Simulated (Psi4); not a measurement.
# SiClOF2 (SMILES [O][Si](F)(F)Cl) at UM06-2X/def2-SVP

What is the vertical ionisation energy of SiClOF2 at UM06-2X/def2-SVP? 

Program for the calculation: Psi4 1.11.

8 further runs of the same task are left out: 7 that didn't finish, 1 set aside as unsound or not needed.

**1. The structure to begin with**

SiClOF2: 5 atoms, total charge 0, spin state doublet. As SMILES, `[O][Si](F)(F)Cl`. The shape is that of a PBE0-D4/def2-TZVP optimisation.

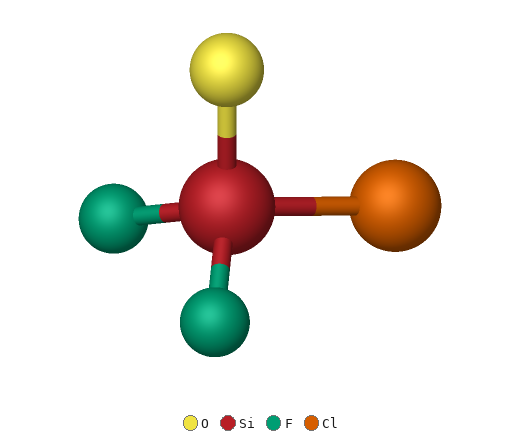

The structure, seen from a chosen angle (oxygen yellow, silicon red, fluorine teal, chlorine orange).

**2. The energy at UM06-2X/def2-SVP**

run.py

```python
import psi4

psi4.set_memory('2200 MB')
psi4.set_num_threads(1)
psi4.set_output_file('run.log', False)

geom = psi4.geometry("""
0 2
O     -0.173100     0.048700     1.622400
Si     0.071000    -0.092200     0.005600
F     -0.374600    -1.493300    -0.542700
F      1.581700     0.074400    -0.383900
Cl    -1.055100     1.388700    -0.742800
units angstrom
symmetry c1
no_reorient
no_com
""")

psi4.set_options({
    'basis': 'def2-SVP',
    'reference': 'uks',
    'puream': True,
    'e_convergence': 1e-09,
    'd_convergence': 1e-08,
    'scf_type': 'pk',
    'dft_radial_points': 99,
    'dft_spherical_points': 590,
    'maxiter': 100,
})

energy_value = psi4.energy('m06-2x', molecule=geom)
print(f'm06-2x energy: {energy_value:.10f} Eh')
```

Command:

```sh
$ python run.py
```

run.log (excerpt; [...] marks lines left out):

```text
[...]
  Running in c1 symmetry.
[...]
  Nuclear repulsion =  309.297036644550076
[...]
  Multiplicity = 2
[...]
  Nalpha       = 29
  Nbeta        = 28
[...]
    Number of basis functions: 78
[...]
   @UKS iter   1: -1023.78629522259666   -2.41694e-01   1.01470e-02 DIIS/ADIIS
[...]
   @UKS iter  17: -1024.15741158101605   -1.81899e-12   5.75128e-09 DIIS
[...]
   @S^2 Observed:                7.525931060E-01
[...]
    Orbital Energies [Eh]
    ---------------------
    Alpha Occupied:
       1A   -102.672288     2A    -67.168800     3A    -25.283100
       4A    -25.283036     5A    -19.728245     6A     -9.844095
       7A     -7.569764     8A     -7.565616     9A     -7.564799
      10A     -5.695679    11A     -4.010265    12A     -4.009899
      13A     -4.008993    14A     -1.364752    15A     -1.341279
      16A     -1.146999    17A     -0.966335    18A     -0.686983
      19A     -0.626971    20A     -0.607202    21A     -0.600859
      22A     -0.565396    23A     -0.562562    24A     -0.549470
      25A     -0.526973    26A     -0.493116    27A     -0.478038
      28A     -0.431947    29A     -0.431107
    Alpha Virtual:
[...]
  @UKS Final Energy: -1024.15741158101605
   => Energetics <=
    Nuclear Repulsion Energy =            309.2970366445500758
    One-Electron Energy =               -2033.4801143793397387
    Two-Electron Energy =                 737.4823527531704030
    DFT Exchange-Correlation Energy =     -37.4566865993969813
    Empirical Dispersion Energy =           0.0000000000000000
    VV10 Nonlocal Energy =                  0.0000000000000000
    Total Energy =                      -1024.1574115810160492
[...]
 Multipole Moments:
 ------------------------------------------------------------------------------------
     Multipole            Electronic (a.u.)      Nuclear  (a.u.)        Total (a.u.)
 ------------------------------------------------------------------------------------
 L = 1.  Multiply by 2.5417464519 to convert [e a0] to [Debye]
 Dipole X            :         14.0497149          -14.1041599           -0.0544450
 Dipole Y            :        -18.6945966           18.7774526            0.0828560
 Dipole Z            :         14.8045099          -14.9465998           -0.1420899
 Magnitude           :                                                    0.1732597
[...]
```

On the terminal:

```text
m06-2x energy: -1024.1574115810 Eh
```

Run time: 42 s. Hardware: 1 thread of AMD EPYC 7R43 (Zen 3), shared host; peak memory 1.4 GiB.

**3. The singlet cation: energy and gradient at M06-2X/def2-SVP**

run.py

```python
import psi4

psi4.set_memory(2200000000)
psi4.set_num_threads(1)
psi4.core.set_output_file('run.log', False)

m = psi4.geometry("""
1 1
O     -0.173100     0.048700     1.622400
Si     0.071000    -0.092200     0.005600
F     -0.374600    -1.493300    -0.542700
F      1.581700     0.074400    -0.383900
Cl    -1.055100     1.388700    -0.742800
units angstrom
symmetry c1
""")

options = {'basis': 'def2-SVP', 'puream': True, 'e_convergence': 1e-09, 'd_convergence': 1e-08, 'scf_type': 'pk', 'dft_radial_points': 99, 'dft_spherical_points': 590}
psi4.set_options(options)

e_tot, wfn = psi4.gradient("m06-2x", molecule=m, return_wfn=True)
psi4.oeprop(wfn, "WIBERG_LOWDIN_INDICES", "MULLIKEN_CHARGES", "MAYER_INDICES")
print('gradient / Eh bohr^-1')
print(e_tot.np.round(6))
print(f'energy = {wfn.energy():.10f} Eh')
```

Command:

```sh
$ python run.py
```

run.log (excerpt; [...] marks lines left out):

```text
[...]
  Running in c1 symmetry.
[...]
  Nuclear repulsion =  309.297036644550076
[...]
  Multiplicity = 1
[...]
  Nalpha       = 28
  Nbeta        = 28
[...]
    Number of basis functions: 78
[...]
   @RKS iter   1: -1023.12670246733580    4.17899e-01   1.11119e-02 ADIIS/DIIS
[...]
   @RKS iter  18: -1023.62712270464817   -2.27374e-12   8.60495e-09 DIIS
[...]
  @RKS Final Energy: -1023.62712270464817
   => Energetics <=
    Nuclear Repulsion Energy =            309.2970366445500758
    One-Electron Energy =               -2017.9296129918482166
    Two-Electron Energy =                 722.2481627588225592
    DFT Exchange-Correlation Energy =     -37.2427091161725059
    Empirical Dispersion Energy =           0.0000000000000000
    VV10 Nonlocal Energy =                  0.0000000000000000
    Total Energy =                      -1023.6271227046481727
[...]
 Multipole Moments:
 ------------------------------------------------------------------------------------
     Multipole            Electronic (a.u.)      Nuclear  (a.u.)        Total (a.u.)
 ------------------------------------------------------------------------------------
 L = 1.  Multiply by 2.5417464519 to convert [e a0] to [Debye]
 Dipole X            :         -0.2329714           -0.5221094           -0.7550808
 Dipole Y            :          0.3767945            0.5355367            0.9123312
 Dipole Z            :         -0.8467094            1.1473129            0.3006034
 Magnitude           :                                                    1.2218255
[...]
  -Total Gradient:
     Atom            X                  Y                   Z
    ------   -----------------  -----------------  -----------------
       1        0.022889529002    -0.026840901253    -0.016904332586
       2       -0.042314116488     0.047998651160     0.049465968854
       3        0.008080615724    -0.003433844084    -0.004398070990
       4        0.001903303365    -0.008271428383    -0.004843394858
       5        0.009372947383    -0.009351061204    -0.023178953989
[...]
```

The script printed:

```text
gradient / Eh bohr^-1
[[ 0.02289  -0.026841 -0.016904]
 [-0.042314  0.047999  0.049466]
 [ 0.008081 -0.003434 -0.004398]
 [ 0.001903 -0.008271 -0.004843]
 [ 0.009373 -0.009351 -0.023179]]
energy = -1023.6271227046 Eh
```

Wall time 31 s (1 thread of AMD EPYC 7R43 (Zen 3), shared host); peak memory 1.4 GiB.

**4. Outcome**

At UM06-2X/def2-SVP:

| quantity | value |
| --- | --- |
| doublet SiClOF2: total energy | -1024.15741 Eh |
| doublet SiClOF2: dipole moment | 0.44 D |
| doublet SiClOF2: HOMO energy (highest over α and β) | -11.60 eV |
| doublet SiClOF2: LUMO energy (lowest over α and β) | -4.17 eV |
| doublet SiClOF2: ⟨S²⟩ | 0.753 |
| singlet cation: total energy | -1023.62712 Eh |
| singlet cation: HOMO energy | -19.56 eV |
| singlet cation: LUMO energy | -15.31 eV |
| singlet cation: HOMO–LUMO gap | 4.25 eV |
| singlet cation: largest force on an atom | 4.159 eV/Å |
| vertical ionisation energy (to the singlet cation) | 14.430 eV |

Removing an electron at fixed nuclei costs 14.43 eV (1392 kJ/mol). Only the singlet of the ionised species was computed; a triplet could lie lower.
